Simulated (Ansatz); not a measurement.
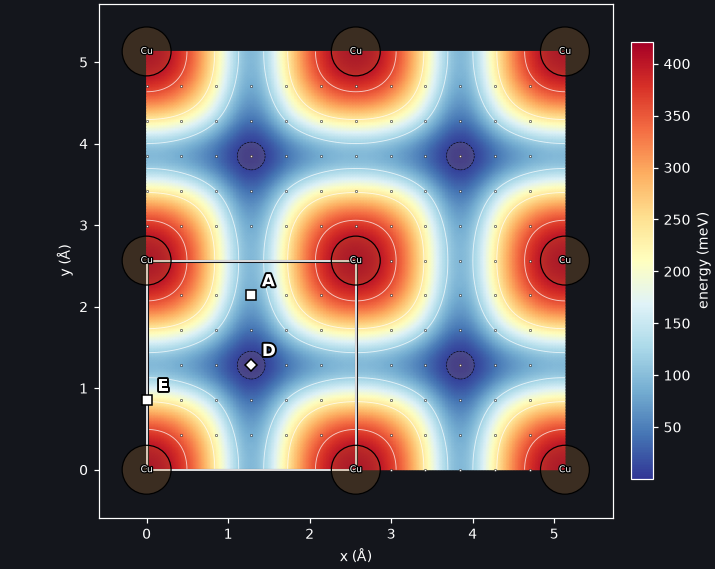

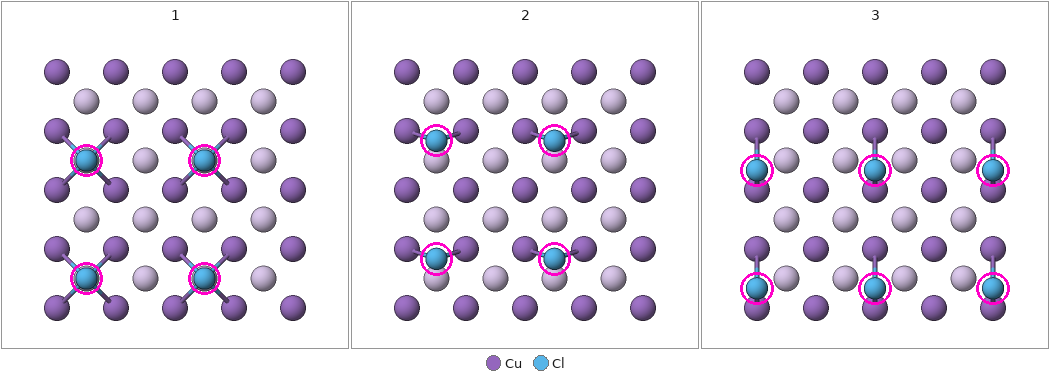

Cl on a Cu(100) slab cut from the Fm-3m phase, its upper half relaxed before the scan (12 atoms of substrate and one adsorbate in a 2 × 2 cell). Cl is moved over the surface cell; relaxed at each place: the height of the adsorbate's atoms; substrate rigid; the origin of the map has the adsorbate above Cu9. Places are given modulo a cell vector. The map is drawn in real space over the plane of the surface. Grid: 6 × 6 points; 10 points were computed and 26 follow by symmetry. Places are given in fractions of the 1 × 1 surface cell. All energies are given in meV relative to the lowest grid point. These are results of DFT PBE, scalar-relativistic, plane waves, PAW (Ansatz), not measurements. Settings: cutoff 420 eV, k-mesh 5×5×1, gaussian smearing 0.1 eV, no spin polarisation.

Drawn: a smooth colour map with a few white contour lines, dots at the grid points, labelled circles for the atoms of the top layer and small ones for the second layer, the outline of one cell of the 2 × 2 shown, lettered points. Between grid points the surface is interpolated. The numbered pictures are the structures at these points, in random order. Rings mark the moved atoms.

> Which structure belongs to which point?

A is structure 2: (3/6, 5/6) of the cell vectors [nearest 2 Cu at 2.31 Å], 85 meV; D is structure 1: a fourfold hollow over a second-layer Cu atom, (3/6, 3/6) of the cell vectors, 0 meV; E is structure 3: (0/6, 2/6) of the cell vectors [nearest 1 Cu at 2.19 Å], 232 meV.

PAW datasets: the set soft_1.
